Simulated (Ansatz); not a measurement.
# NH (triplet): one geometry, many settings

Aim: run NH (triplet) at one geometry under a spread of methods and options, and see what each costs and gives.

The runs use Ansatz 0.2.0, Gaussian basis; the settings change from run to run.

12 further runs of the same task are left out: 3 that didn't finish, 9 set aside as unsound or not needed.

**1. The geometry**

The geometry is an MP2(full)/6-31G* stationary point (not a proven minimum).

2 atoms, charge 0, spin multiplicity 3.

Atoms are counted from 1 here; the program's logs count them from 0.

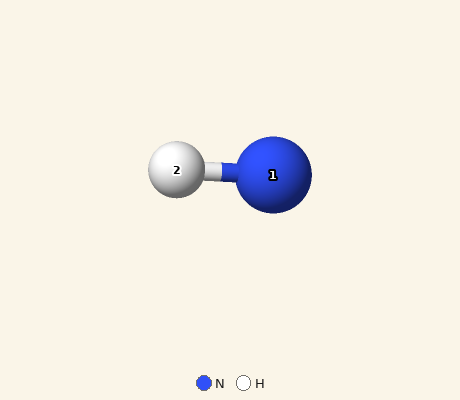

The structure; nitrogen blue, hydrogen white; atoms are numbered from 1 in the order of the file.

**2. BCCD/STO-3G**

Input file in.yaml:

```yaml
crystal:
  periodic: [false, false, false]
  atoms:
    - {symbol: N, position_ang: [0.000000, 0.000000, 0.000000]}
    - {symbol: H, position_ang: [0.000000, 0.000000, 1.039430]}
basis:
  gaussian: {orbitals: STO-3G, fitting: {mean_field: def2-universal-jkfit}}
magnetization: {spin_polarized: false, initial_magnetization: 2}
hamiltonian: {xc: {name: PBE0}}
correlation: {method: bccd, electrons: all}
```

On the command line:

```bash
> ansatz run in.yaml --threads 1 --pin off --events-out ev --progress --plain --max-ram 2502MiB
```

What it wrote:

```text
Functional definition: PBE0
  name "PBE0"
  cite "Adamo & Barone, J. Chem. Phys. 110, 6158 (1999) doi:10.1063/1.478522"
  cite "Perdew, Burke & Ernzerhof, Phys. Rev. Lett. 77, 3865 (1996) doi:10.1103/PhysRevLett.77.3865"
  parent pbe
  parameter a = 0.25
  parameter kappa = 0.804
  parameter beta = 0.06672455060314922
  exchange = (1 - a)*pbe_x(kappa = kappa, mu = beta*pi^2/3) + a*exact_x
  correlation = pbe_c(beta = beta)
95 factors; integrals over basis functions are off by at most 4.4e-3 eV
mean field evaluation 1: about -1481.2433 eV, gradient 5.1e0 eV
mean field evaluation 2: about -1481.2434 eV, gradient 5.1e0 eV
mean field evaluation 4: about -1481.3611 eV, gradient 6.9e-2 eV
mean field evaluation 8: about -1481.3612 eV, gradient 7.8e-6 eV
mean field -1481.36119803 eV, -54.4390199248 hartree, gradient 7.8e-6 eV, S^2 2.000000; 0 other end points of the search recorded, 0 dependent functions left out
reference -1476.41623360 eV, -54.2572958339 hartree; 5, 3 occupied and 1, 3 virtual orbitals, 95 factors
second order -0.41127827 eV of doubles, -0.07323050 eV of singles
cycle   1  -0.66648244 eV  change   -1.8e-1 eV  update   3.3e-2
cycle   2  -0.75382265 eV  change   -8.7e-2 eV  update   1.4e-2
cycle   3  -0.75680381 eV  change   -3.0e-3 eV  update   3.7e-3
cycle   4  -0.75931320 eV  change   -2.5e-3 eV  update   1.1e-3
cycle   5  -0.75886968 eV  change    4.4e-4 eV  update   4.6e-4
cycle   6  -0.75935747 eV  change   -4.9e-4 eV  update   1.3e-4
cycle   7  -0.75930078 eV  change    5.7e-5 eV  update   2.9e-5
cycle   8  -0.75930369 eV  change   -2.9e-6 eV  update   4.2e-6
Total energy: -1477.17553729 eV, -54.2851997297 hartree
```

Wall time 0.21 s (1 thread of Intel Xeon Platinum 8488C, shared host).

From the report: correlation -0.7593 eV; largest double amplitude 0.09.

**3. CCSDT on ROHF/cc-pVDZ**

Input file in.yaml:

```yaml
crystal:
  periodic: [false, false, false]
  atoms:
    - {symbol: N, position_ang: [0.000000, 0.000000, 0.000000]}
    - {symbol: H, position_ang: [0.000000, 0.000000, 1.039430]}
basis:
  gaussian: {orbitals: cc-pVDZ}
magnetization: {spin_polarized: false, initial_magnetization: 2}
correlation: {method: ccsdt, electrons: valence}
output: {forces: true}
```

Same command.

What it wrote, cut to the lines that bear on the results:

```text
Functional definition: HF
  name "HF"
  cite "Fock, Z. Phys. 61, 126 (1930) doi:10.1007/BF01340294"
  parent pbe
[...]
308 factors; integrals over basis functions are off by at most 2.4e-7 eV
[...]
mean field -1495.52510847 eV, -54.9595340330 hartree, gradient 9.1e-7 eV, S^2 2.000000; 0 other end points of the search recorded, 0 dependent functions left out
1 core orbitals not correlated: weight in the atoms' cores, before any rotation towards them, 1.000 or more for the frozen orbitals, at most 0.000 for the correlated occupied ones
reference -1495.52510847 eV, -54.9595340330 hartree; 4, 2 occupied and 14, 16 virtual orbitals, 308 factors
second order -2.89607932 eV of doubles, -0.11512094 eV of singles
cycle   1  -3.42406604 eV  change   -4.1e-1 eV  update   3.6e-2
[...]
cycle  14  -3.59501682 eV  change    6.9e-8 eV  update   6.3e-8
[...]
Total energy: -1499.12012529 eV, -55.0916484644 hartree
Atom 0 at     0.000000     0.000000     0.000000 Å, force     0.000000    -0.000000    -0.628121 eV/Å
Atom 1 at     0.000000     0.000000     1.039430 Å, force    -0.000000     0.000000     0.628121 eV/Å
Dipole moment:     0.000000    -0.000000     0.318499 e Å
```

Wall time 1.5 s (1 thread of Intel Xeon Platinum 8488C, shared host).

From the report: correlation -3.5950 eV; T1 0.018; largest double amplitude 0.05.

**4. BCCD(T) on ROHF/cc-pVTZ**

Input file in.yaml:

```yaml
crystal:
  periodic: [false, false, false]
  atoms:
    - {symbol: N, position_ang: [0.000000, 0.000000, 0.000000]}
    - {symbol: H, position_ang: [0.000000, 0.000000, 1.039430]}
basis:
  gaussian: {orbitals: cc-pVTZ}
magnetization: {spin_polarized: false, initial_magnetization: 2}
correlation: {method: bccd_t, electrons: outside_noble_gas}
accuracy: high
output: {forces: true}
```

Launched as before.

What it wrote, cut to the lines that bear on the results:

```text
Functional definition: HF
  name "HF"
  cite "Fock, Z. Phys. 61, 126 (1930) doi:10.1007/BF01340294"
  parent pbe
[...]
592 factors; integrals over basis functions are off by at most 3.0e-9 eV
[...]
mean field -1495.90415201 eV, -54.9734636263 hartree, gradient 1.7e-8 eV, S^2 2.000000; 0 other end points of the search recorded, 0 dependent functions left out
1 core orbitals not correlated: weight in the atoms' cores, before any rotation towards them, 1.000 or more for the frozen orbitals, at most 0.000 for the correlated occupied ones
reference -1495.90415201 eV, -54.9734636263 hartree; 4, 2 occupied and 39, 41 virtual orbitals, 592 factors
second order -3.81725166 eV of doubles, -0.12620986 eV of singles
cycle   1  -4.33104098 eV  change   -3.9e-1 eV  update   3.4e-2
[...]
cycle  20  -4.44193301 eV  change  -1.8e-10 eV  update  3.5e-10
perturbative correction -0.10621734 eV, -0.0039034153 hartree
[...]
Total energy: -1500.45230236 eV, -55.1406050688 hartree
Atom 0 at     0.000000     0.000000     0.000000 Å, force     0.000000     0.000000     0.008527 eV/Å
Atom 1 at     0.000000     0.000000     1.039430 Å, force    -0.000000    -0.000000    -0.008527 eV/Å
Dipole moment:    -0.000000    -0.000000     0.321505 e Å
```

Wall time 6.5 s (1 thread of Intel Xeon Platinum 8488C, shared host); peak memory 0.27 GiB.

From the report: correlation -4.5482 eV; largest double amplitude 0.04.

**5. The runs in one table**

Where basis and cores are those of an earlier UCCSDT(Q)/cc-pVTZ run (-1500.4693 eV), and the state is the same kind, the miss against it is given.

| level | correlated | functions | energy (eV) | from UCCSDT(Q) (meV) | time |
| --- | --- | --- | --- | --- | --- |
| BCCD/STO-3G (on PBE0 orbitals) | all | 6 | -1477.1755 |  | 0.21 s |
| CCSDT on ROHF/cc-pVDZ | valence | 19 | -1499.1201 |  | 1.5 s |
| BCCD(T) on ROHF/cc-pVTZ | outside noble gas | 44 | -1500.4523 | 17.0 | 6.5 s |

**6. Summary of results**

```
quantity                                   value
    runs                                       3
quickest  BCCD/STO-3G (on PBE0 orbitals), 0.21 s
 slowest          BCCD(T) on ROHF/cc-pVTZ, 6.5 s
```

Total energies in different bases, with other cores or another treatment of relativity can't be set against each other. BCCD(T) on ROHF/cc-pVTZ took 31 times as long as BCCD/STO-3G (on PBE0 orbitals); the jobs differ in more than the method.
